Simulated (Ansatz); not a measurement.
Geometry relaxation, with input and output: TaH₃Cl₃O₂F (part 2 of 2)

Continued. System: TaH₃Cl₃O₂F. Method: RKS PBE0-D4/def2-SVP (Ansatz 0.2.0). The input holds or restrains some coordinates. Forces given for the steps count only the free coordinates. It belongs to a series of runs on one base structure; here: pulled along the bonds that form and break, towards end A.

Geometry of the input (Å):
```
Ta 0.0000  0.0000  0.0000
O  2.3700  0.0000  0.0000
H  2.7071  -0.5308  0.7903
O  0.0000  0.0000  2.0200
H  -0.2547  -0.9174  2.3571
Cl 0.0000  0.0000  -2.4700
Cl -1.2350  2.1390  0.0000
Cl -1.2350  -2.1390  0.0000
F  0.7032  -1.8418  -1.0422
H  1.8595  -1.1967  -0.6772
```

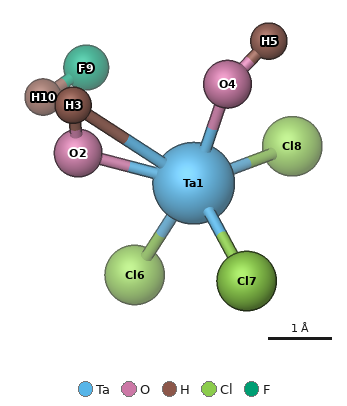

**Figure 1.** The geometry at step 9 of the log (ball-and-stick view, seen at a tilt; atoms are numbered from 1 in the order of the input).

## Trajectory as extended XYZ (Å, eV, eV/Å), 17 frames, from step=1 to step=17
```
10
Properties=species:S:1:pos:R:3:forces:R:3 step=1 energy=-45946.47986
Ta    0.0000    0.0000    0.0000   -0.3097  -1.3107  -0.5018
O     2.3700    0.0000    0.0000   -3.2756  -3.6420   0.0201
H     2.7071   -0.5308    0.7903   -0.5361   1.2749  -1.0917
O     0.0000    0.0000    2.0200   -0.2415  -2.0590  -2.3521
H    -0.2547   -0.9174    2.3571    0.3966   1.6839  -0.2881
Cl    0.0000    0.0000   -2.4700   -0.5364   1.8639   1.0049
Cl   -1.2350    2.1390    0.0000    1.2877  -2.2430  -0.0404
Cl   -1.2350   -2.1390    0.0000   -2.1192   2.1344   1.9242
F     0.7032   -1.8418   -1.0422    5.9526   1.5676   1.5044
H     1.8595   -1.1967   -0.6772   -0.6185   0.7300  -0.1795
10
Properties=species:S:1:pos:R:3:forces:R:3 step=2 energy=-45947.38068
Ta    0.0220    0.1214    0.0618    0.9303  -2.1339  -1.5507
O     2.2968    0.0750    0.0641   -3.0426  -2.2042   0.5537
H     2.7015   -0.5163    0.7802   -0.8713   1.4586  -1.0436
O     0.0005   -0.0109    2.0075   -0.2724  -1.4801  -1.6044
H    -0.2530   -0.9080    2.3551    0.2383   1.1344  -0.0844
Cl   -0.0046    0.0197   -2.4530   -0.3516   1.2623   1.7216
Cl   -1.2241    2.1209    0.0000    0.9454  -1.3070   0.1687
Cl   -1.2437   -2.1072    0.0160   -0.6824   2.6048   1.2961
F     0.8511   -1.9564   -1.0965    5.5992   2.3632   1.9357
H     1.7684   -1.3249   -0.7571   -2.4928  -1.6980  -1.3927
10
Properties=species:S:1:pos:R:3:forces:R:3 step=3 energy=-45948.40780
Ta    0.0510    0.2230    0.1080    1.8038  -2.9505  -2.0892
O     2.2184    0.1569    0.1344   -2.7143  -1.5849   0.7822
H     2.6854   -0.4945    0.7668   -1.2103   1.7341  -1.0953
O    -0.0031   -0.0237    1.9934   -0.2636  -0.8938  -0.8675
H    -0.2518   -0.8998    2.3562    0.0503   0.5583   0.0953
Cl   -0.0078    0.0308   -2.4228   -0.1816   0.9264   2.0028
Cl   -1.2146    2.1136    0.0049    0.3949  -0.1544   0.2455
Cl   -1.2412   -2.0675    0.0289    0.0710   2.7013   0.9798
F     0.9821   -2.0466   -1.1396    2.2993   0.3185   0.7187
H     1.6967   -1.4790   -0.8522   -0.2495  -0.6549  -0.7723
10
Properties=species:S:1:pos:R:3:forces:R:3 step=4 energy=-45949.34447
Ta    0.0723    0.2606    0.1178    1.2502  -2.8970  -1.8127
O     2.1110    0.2038    0.1869   -1.8058  -1.2144   0.3183
H     2.6431   -0.4451    0.7462   -1.1267   1.4857  -0.7549
O    -0.0114   -0.0400    1.9747   -0.1698  -0.4985  -0.2922
H    -0.2555   -0.8956    2.3632   -0.0909   0.2376   0.1863
Cl   -0.0105    0.0555   -2.3507    0.0091   0.5535   1.6722
Cl   -1.2036    2.1245    0.0166    0.1508   0.3430   0.2727
Cl   -1.2260   -1.9695    0.0587    0.4673   2.3913   0.6083
F     1.0921   -2.1941   -1.2031   -0.0485  -1.3490  -0.2311
H     1.7036   -1.5867   -0.9323    1.3643   0.9478   0.0331
10
Properties=species:S:1:pos:R:3:forces:R:3 step=5 energy=-45950.35794
Ta    0.0367    0.1998    0.0890    1.1906  -0.4551  -0.3952
O     2.0158    0.2003    0.1641   -0.9962  -1.0051   0.0489
H     2.5856   -0.3669    0.7450   -0.8427   0.9917  -0.4812
O    -0.0239   -0.0694    1.9519    0.0177  -0.3997   0.3908
H    -0.2783   -0.8944    2.3900   -0.0602   0.3170   0.1975
Cl   -0.0049    0.0892   -2.2566    0.0506   0.1218   0.1017
Cl   -1.1756    2.1356    0.0470    0.1303   0.1467   0.2540
Cl   -1.2045   -1.7924    0.1049   -0.2511   0.4532  -0.0074
F     1.2073   -2.3499   -1.2412    0.5220  -0.1642   0.2068
H     1.7568   -1.6385   -1.0161    0.2391  -0.0061  -0.3161
10
Properties=species:S:1:pos:R:3:forces:R:3 step=6 energy=-45950.64453
Ta    0.0041    0.1699    0.0852    1.4141  -0.2596  -0.0440
O     1.9758    0.1514    0.0894   -0.5556  -0.8658   0.7542
H     2.5440   -0.2779    0.7936   -1.1139   0.9030  -1.0000
O     0.0061   -0.0878    1.9662   -0.0784  -0.4969   0.1082
H    -0.3206   -0.8643    2.4494    0.0981   0.4320   0.0423
Cl   -0.0029    0.0999   -2.2551    0.0186   0.0676  -0.0394
Cl   -1.1412    2.1526    0.1098    0.1230   0.0357   0.1610
Cl   -1.2938   -1.7518    0.0857   -0.3150   0.1513  -0.0176
F     1.2857   -2.4194   -1.1647    1.1109   1.0225   0.1480
H     1.8579   -1.6592   -1.1815   -0.7018  -0.9897  -0.1128
10
Properties=species:S:1:pos:R:3:forces:R:3 step=7 energy=-45950.88709
Ta   -0.0402    0.1221    0.0673    1.7769   0.0967  -0.1677
O     1.9309    0.1366    0.0123   -1.1009  -0.3589   0.3151
H     2.4738   -0.2013    0.7541   -0.5131   0.3652  -0.3899
O     0.0450   -0.1615    1.9407   -0.1249  -0.4463   0.1406
H    -0.3573   -0.8587    2.4800    0.1561   0.2992   0.0162
Cl   -0.0671    0.0967   -2.2721   -0.0144   0.0113  -0.0652
Cl   -1.0270    2.1811    0.1964    0.0229  -0.0297   0.0718
Cl   -1.4643   -1.6984    0.0638   -0.2817  -0.0469  -0.0391
F     1.4377   -2.4160   -1.0348    0.2146   0.1866   0.0840
H     1.9836   -1.6874   -1.2298   -0.1355  -0.0772   0.0342
10
Properties=species:S:1:pos:R:3:forces:R:3 step=8 energy=-45950.98226
Ta   -0.0589    0.1064    0.0313    1.6558   0.2095   0.0028
O     1.9110    0.1859   -0.0577   -1.3304  -0.2823   0.0807
H     2.4247   -0.0771    0.7226   -0.1892   0.1410  -0.0989
O     0.1095   -0.2872    1.8839   -0.0659  -0.2137  -0.0638
H    -0.3098   -0.9453    2.4544    0.1301   0.1687  -0.0224
Cl   -0.1057    0.1075   -2.3062    0.0204  -0.0588  -0.0072
Cl   -0.9588    2.1925    0.2527   -0.0041  -0.0944   0.0664
Cl   -1.6309   -1.5990    0.0212   -0.1752  -0.0546  -0.0751
F     1.5180   -2.4483   -0.8630   -0.0002   0.1774   0.0550
H     2.0158   -1.7221   -1.1612   -0.0413   0.0074   0.0625
10
Properties=species:S:1:pos:R:3:forces:R:3 step=9 energy=-45951.01215
Ta   -0.0821    0.1127    0.0095    1.4358  -0.2986  -0.0333
O     1.8850    0.1864   -0.1225   -1.0644  -0.0942   0.4569
H     2.3673    0.0693    0.7194   -0.2923   0.0601  -0.4094
O     0.1828   -0.3828    1.8325   -0.1835  -0.0330  -0.2538
H    -0.2440   -1.0038    2.4358    0.1048   0.0746  -0.0597
Cl   -0.1248    0.0924   -2.3269    0.0264   0.0154   0.0700
Cl   -0.9364    2.2008    0.3246    0.0079  -0.0673   0.0336
Cl   -1.7827   -1.4992   -0.0347    0.1324   0.1643   0.0686
F     1.5275   -2.4573   -0.7766    0.1452   0.2957  -0.0749
H     2.1223   -1.8053   -1.0832   -0.3123  -0.1170   0.2021
10
Properties=species:S:1:pos:R:3:forces:R:3 step=10 energy=-45951.02335
Ta   -0.0641    0.1079   -0.0104    1.2975  -0.0935   0.1770
O     1.9026    0.2239   -0.1231   -1.1422  -0.1949   0.2790
H     2.3707    0.1343    0.7270   -0.1822  -0.0001  -0.3138
O     0.1963   -0.4070    1.8039   -0.0851  -0.0217  -0.2086
H    -0.2026   -1.0597    2.3915    0.0769   0.0633  -0.0397
Cl   -0.0868    0.0929   -2.3444    0.0329  -0.0444   0.0319
Cl   -0.9354    2.1815    0.3355    0.0088  -0.0485   0.0005
Cl   -1.7786   -1.4810   -0.0404    0.0610   0.0786  -0.0265
F     1.5127   -2.5007   -0.7031    0.2152   0.6969  -0.2234
H     2.0003   -1.7789   -1.0584   -0.2827  -0.4358   0.3236
10
Properties=species:S:1:pos:R:3:forces:R:3 step=11 energy=-45951.00893
Ta   -0.0929    0.1571   -0.0074    1.4351  -0.3634  -0.6902
O     1.8786    0.2630   -0.1589   -1.1390  -0.0069   0.0807
H     2.3387    0.1689    0.6874   -0.0126  -0.0069  -0.0170
O     0.2649   -0.4926    1.7193   -0.0625   0.0603   0.3446
H    -0.0780   -1.1822    2.2943   -0.0123  -0.0749   0.0343
Cl   -0.0282    0.0069   -2.3405   -0.0634   0.0963   0.0994
Cl   -0.9984    2.2026    0.3785    0.0497   0.0962   0.0313
Cl   -1.8792   -1.3327   -0.0580   -0.0771  -0.0457   0.0424
F     1.4756   -2.4734   -0.6174   -0.3028  -0.1513   0.1569
H     2.0340   -1.8042   -0.9193    0.1849   0.3963  -0.0824
10
Properties=species:S:1:pos:R:3:forces:R:3 step=12 energy=-45951.01150 accepted=F
Ta   -0.0796    0.1353   -0.0411    1.0431  -0.1363   0.0523
O     1.8886    0.2822   -0.1743   -1.2333  -0.1848   0.0194
H     2.3285    0.2238    0.6839    0.1018  -0.0175   0.0500
O     0.2139   -0.5134    1.7000    0.2258  -0.0195   0.3271
H    -0.1501   -1.2352    2.2223   -0.0003  -0.0103   0.0196
Cl   -0.1225   -0.0065   -2.3404   -0.0177  -0.0266  -0.3201
Cl   -0.8847    2.2121    0.3881   -0.0074   0.0733  -0.0330
Cl   -1.9325   -1.3137    0.0281    0.0355   0.0417  -0.1836
F     1.5364   -2.4723   -0.6187   -0.2939  -0.0552   0.1113
H     2.1171   -1.7992   -0.8700    0.1464   0.3351  -0.0430
10
Properties=species:S:1:pos:R:3:forces:R:3 step=13 energy=-45951.03097
Ta   -0.0829    0.1286   -0.0186    1.2640   0.0071  -0.1425
O     1.8857    0.2764   -0.1524   -1.1915  -0.2495   0.0897
H     2.3461    0.1617    0.6923   -0.0191   0.0233  -0.0642
O     0.2338   -0.4663    1.7477   -0.0653  -0.0514   0.0324
H    -0.1037   -1.1751    2.3050    0.0228  -0.0004   0.0201
Cl   -0.0672    0.0301   -2.3452    0.0184   0.0159  -0.0334
Cl   -0.9439    2.1966    0.3672    0.0270  -0.0222  -0.0169
Cl   -1.8740   -1.3689   -0.0613    0.0285  -0.0115   0.0469
F     1.5109   -2.4921   -0.6145   -0.0550   0.2980  -0.0139
H     2.0105   -1.7777   -0.9423   -0.0296  -0.0094   0.0820
10
Properties=species:S:1:pos:R:3:forces:R:3 step=14 energy=-45951.03248
Ta   -0.0745    0.1174   -0.0188    1.2243  -0.0637  -0.1713
O     1.8945    0.2374   -0.1593   -1.2133  -0.1782   0.0083
H     2.3659    0.2223    0.6845    0.0100  -0.0407   0.0384
O     0.2096   -0.4461    1.7637   -0.0195  -0.0399   0.0145
H    -0.1281   -1.1290    2.3520    0.0290   0.0045   0.0182
Cl   -0.0856    0.0983   -2.3488    0.0010  -0.0100  -0.0027
Cl   -0.9499    2.1782    0.3730    0.0303   0.0036  -0.0044
Cl   -1.8338   -1.4159   -0.0701    0.0344   0.0045  -0.0008
F     1.4621   -2.5150   -0.6987   -0.2474   0.0214   0.1300
H     2.0548   -1.8343   -0.8996    0.1513   0.2986  -0.0302
10
Properties=species:S:1:pos:R:3:forces:R:3 step=15 energy=-45951.00373 accepted=F
Ta   -0.0863    0.1266   -0.0162    1.3717  -0.0040  -0.0117
O     1.8827    0.2682   -0.1493   -1.1525  -0.2495   0.2354
H     2.3473    0.1289    0.6937   -0.1200   0.0463  -0.2277
O     0.2237   -0.4548    1.7594   -0.0878  -0.0085  -0.0746
H    -0.1157   -1.1602    2.3198    0.0254  -0.0084   0.0241
Cl   -0.0687    0.0451   -2.3455    0.0193  -0.0084  -0.0309
Cl   -0.9385    2.2006    0.3607    0.0116  -0.0388  -0.0151
Cl   -1.8606   -1.3898   -0.0646    0.0285   0.0033   0.0388
F     1.5366   -2.4872   -0.5743    0.5728   1.3142  -0.6874
H     1.9946   -1.7641   -1.0057   -0.6691  -1.0460   0.7491
10
Properties=species:S:1:pos:R:3:forces:R:3 step=16 energy=-45951.03461
Ta   -0.0847    0.1239   -0.0183    1.3624  -0.0736  -0.0876
O     1.8850    0.2488   -0.1568   -1.2144  -0.1845   0.0720
H     2.3552    0.1710    0.6861   -0.0353  -0.0096  -0.0362
O     0.2110   -0.4485    1.7612   -0.0467  -0.0107  -0.0258
H    -0.1212   -1.1432    2.3390    0.0296   0.0048   0.0099
Cl   -0.0788    0.0800   -2.3487   -0.0073  -0.0094  -0.0053
Cl   -0.9415    2.1934    0.3676    0.0064  -0.0075  -0.0072
Cl   -1.8425   -1.4100   -0.0658    0.0106   0.0060  -0.0015
F     1.4971   -2.4973   -0.6367   -0.0292   0.2829  -0.0198
H     2.0356   -1.8047   -0.9497   -0.0762   0.0017   0.1015
10
Properties=species:S:1:pos:R:3:forces:R:3 step=17 energy=-45951.03607
Ta   -0.0912    0.1228   -0.0236    1.3369  -0.1155   0.0023
O     1.8796    0.2401   -0.1485   -1.1816  -0.2042   0.0061
H     2.3381    0.1590    0.6996   -0.0178   0.0042  -0.0119
O     0.1866   -0.4381    1.7609   -0.0347  -0.0126  -0.0148
H    -0.0621   -1.1301    2.3832    0.0156   0.0540  -0.0707
Cl   -0.0739    0.0963   -2.3549    0.0000   0.0043   0.0271
Cl   -0.9468    2.1946    0.3551    0.0000  -0.0074  -0.0067
Cl   -1.8369   -1.4196   -0.0889   -0.0146  -0.0111  -0.0205
F     1.4801   -2.4980   -0.6687   -0.2359   0.0016   0.1175
H     2.0416   -1.8136   -0.9363    0.1322   0.2867  -0.0285
```

## Results in brief

| quantity | value |
| --- | --- |
| outcome | converged under the restraints of the input |
| total energy | −45951.0361 eV |
| mean-field energy | −45950.7683 eV |
| largest force (length of the vector) at the end, held atoms and coordinates included | 1.342 eV/Å |
| hardware | 4 threads of Arm Neoverse V1, 24 GiB of memory available, shared host |
| wall time | 76 s (CPU time 4.8 min) |
| peak memory | 0.48 GiB |
